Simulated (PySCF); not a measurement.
C$_{5}$H$_{8}$B$_{2}$

The calculation's input:

```
{"job": {"kind": "nmr", "xc": "PBE0", "basis": "pcSseg-1"}, "charge": 0, "multiplicity": 1}
B     -1.605966    -1.351958    -0.437396
C     -0.393204    -0.454215    -0.211076
B     -0.854215     1.206004    -0.020313
C      0.818352    -0.467284    -0.969976
C      1.860063     0.058907    -0.229687
C      1.367531     0.458970     1.006807
C     -0.024136     0.218095     1.061267
H     -1.645874    -2.039830    -1.383978
H     -2.473407    -1.387097     0.346326
H     -1.976489     1.432152     0.225817
H     -0.229366     1.975719    -0.642358
H      0.889334    -0.818492    -1.984660
H      2.874183     0.180834    -0.566554
H      1.947578     0.906781     1.795997
H     -0.558800     0.089403     1.987871
```

Launched as:

```sh
OMP_NUM_THREADS=1 python probes_run.py task.json out
```

Geometry: GFN2-xTB.

All numbers below come from PySCF 2.14.0, PBE0/pcSseg-1, SCF density, gas phase, non-relativistic.

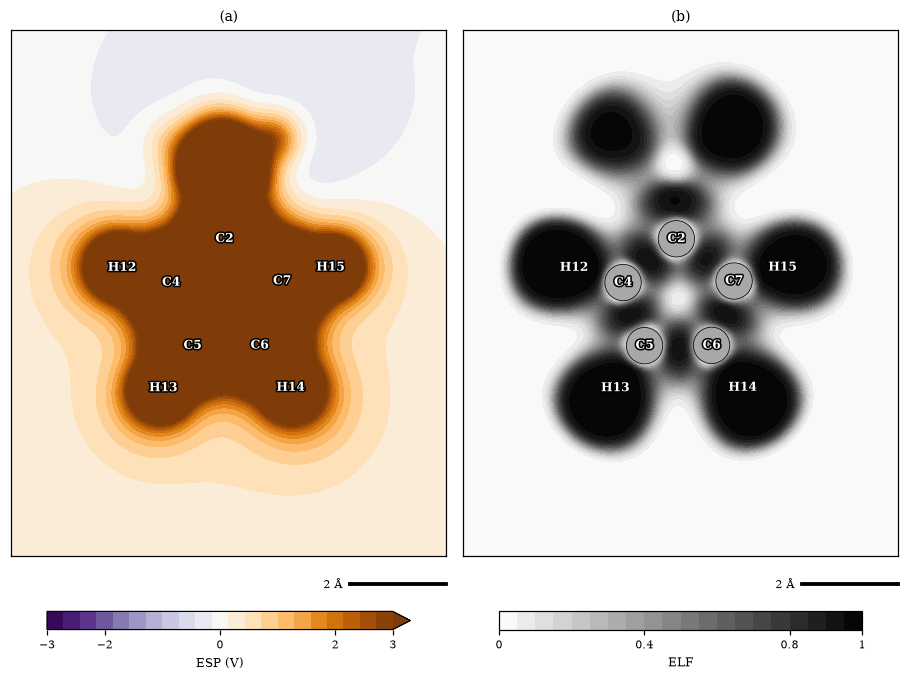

Figure 1. (a) molecular electrostatic potential; (b) electron localisation function on the plane of atoms C2, C4 and H12. Grey discs cover the atomic cores in the ELF map.

### What does the map show?

The section cuts through C and H sites. C–C (1.38 Å): the ELF peaks at about 0.95 between the atoms (a covalent bond). C–H (1.08 Å): the ELF climbs to about 1 towards the hydrogen, as it does in any bond to H; a covalent bond by its length. C–C (1.43 Å): the ELF peaks at about 0.95 between the atoms: localised, covalent bonding. C–C (1.49 Å): the ELF peaks at about 0.90 between the atoms (a covalent bond). Outside the dense part of the molecule the potential is most negative (−0.3 V) near H9, which lies off the plane.

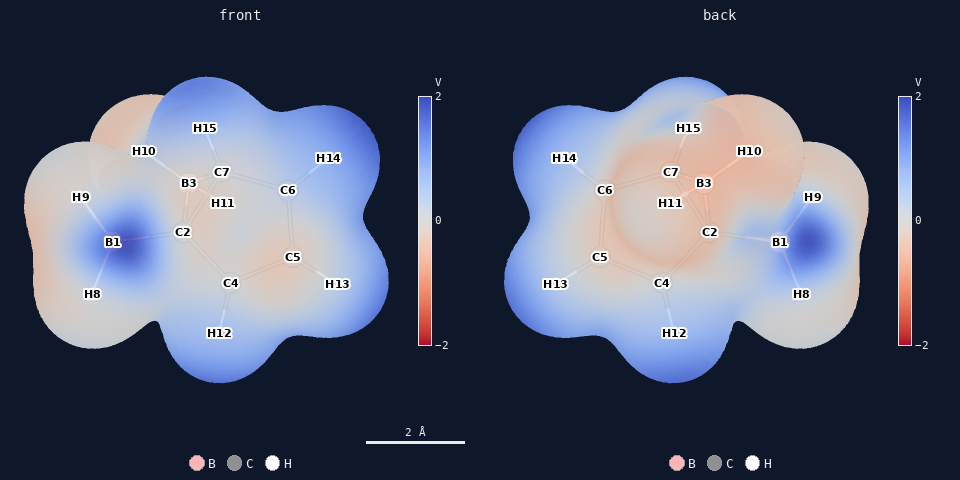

Figure 2. The electrostatic potential painted on the density surface at 0.004 e/bohr³, seen from the front and from behind; red is negative and blue positive.

### Which sites attract a positive test charge, and which a negative one?

A positive charge is drawn to the negative regions and a negative charge to the positive ones. The most negative region (about −0.6 V) lies over H10, the most positive (about +1.8 V) over B1.

### How polar is the molecule by this calculation?

Its dipole moment is 2.24 D.
